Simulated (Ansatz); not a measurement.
Input file:

```
crystal:
  periodic: [false, false, false]
  atoms:
    - symbol: C
      position_ang: [-1.224560, 1.682794, -1.246042]
    - symbol: C
      position_ang: [-0.750517, 0.310254, -0.874580]
    - symbol: C
      position_ang: [-0.649802, 0.023611, 0.585106]
    - symbol: C
      position_ang: [2.180370, -0.229136, 0.461845]
    - symbol: C
      position_ang: [2.755571, 0.311865, -0.610711]
    - symbol: O
      position_ang: [3.268883, 0.834990, -1.511370]
    - symbol: S
      position_ang: [-0.269814, -0.809463, -1.971759]
    - symbol: S
      position_ang: [0.949981, 0.738820, 1.240922]
    - symbol: H
      position_ang: [-1.112554, 1.869722, -2.320855]
    - symbol: H
      position_ang: [-0.669588, 2.445507, -0.672810]
    - symbol: H
      position_ang: [-2.289317, 1.793219, -0.971187]
    - symbol: H
      position_ang: [-0.666757, -1.052298, 0.804583]
    - symbol: H
      position_ang: [-1.410760, 0.554760, 1.182608]
    - symbol: H
      position_ang: [2.470043, -1.229979, 0.798884]
basis:
  gaussian: {orbitals: def2-SVPD}
hamiltonian: {xc: {name: PBE0}}
output: {forces: true, orbitals: {seedname: orbitals}}
```

Command:

```sh
ansatz run input.yaml --threads 2 --pin off --max-ram 5220MiB --events-out events.jsonl --progress --plain --runs-dir runs
```

Geometry: r2SCAN-D4/def2-SVP.

These are results of Ansatz, isolated molecule in a Gaussian basis; Kohn-Sham density functional theory, functional PBE0, not measurements.

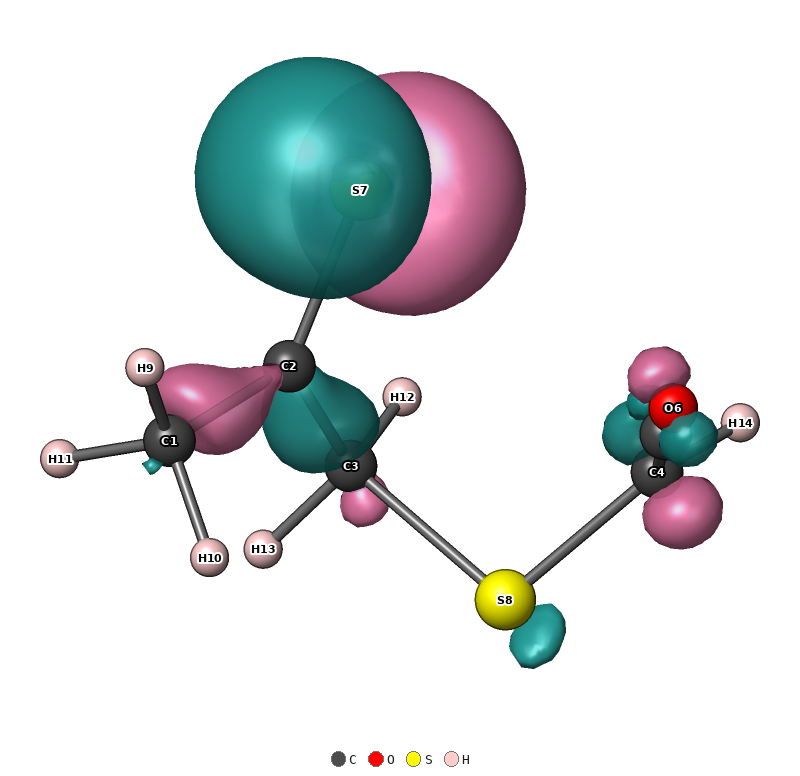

C$_{5}$H$_{6}$OS$_{2}$ (SMILES CC(=S)CSC=C=O). One frontier orbital at ±0.15 Å⁻³ᐟ² (teal and pink are the two phases), seen from one side.

Which orbital is it: HOMO or LUMO?

The HOMO, at −6.41 eV. It lies mainly on S7 (about 70 %); largely a lone pair of S7.
